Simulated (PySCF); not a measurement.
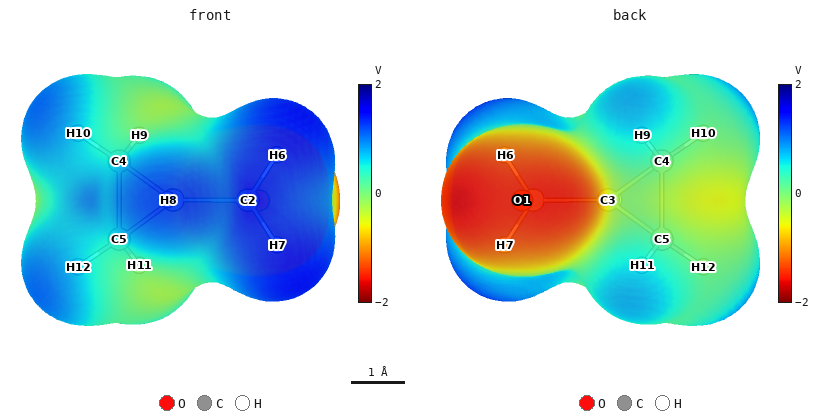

Figure 1: C₄H₇O (SMILES [O]CC1CC1) (doublet). The molecular electrostatic potential painted on the density surface at 0.004 e/bohr³, seen from the front and from behind; red is negative and blue positive.

Geometry: GFN2-xTB.

Level of theory: PySCF 2.14.0, density-fitted response routines, UKS B3LYP, pcH-1 on C H O, non-relativistic, mean-field spin-orbit, GIAO.

```xyz
12

O     1.3850   -0.4880   -1.4161
C     1.4183   -0.1740   -0.1466
C     0.1071    0.1252    0.5458
C    -0.9751    0.8008   -0.2583
C    -1.1149   -0.6367    0.0980
H     2.1196    0.6876    0.0171
H     1.9617   -0.9693    0.4309
H     0.2027    0.3769    1.5945
H    -0.7162    1.0349   -1.2802
H    -1.5997    1.5310    0.2329
H    -0.9479   -1.3601   -0.6862
H    -1.8395   -0.9291    0.8422
```

Q: Where is the surface potential most negative and most positive?

A: The most negative region (about −1.6 V, or −37 kcal/mol for a unit charge) lies over O1, the most positive (about +1.5 V, or +35 kcal/mol for a unit charge) over H6 and H7. O1 is the likeliest acceptor of a hydrogen bond.
